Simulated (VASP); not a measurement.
Band structure of BP (zinc blende). Calculation: PBE GGA, VASP's PBE PAW potentials (set 64) (plane waves; VASP).

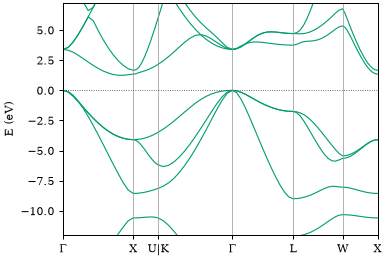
*Bands along high-symmetry lines, zero at the valence-band maximum or, without a gap, the Fermi level*

**Question.** Read the plot: is there a gap, and where are the band edges?

**Answer.** The gap is indirect, 1.25 eV, from the valence maximum at Γ to the conduction minimum at Γ-X at 0.86. (Edges off the drawn lines would not show.)

The compound is BP in the zinc blende structure. It was relaxed first.
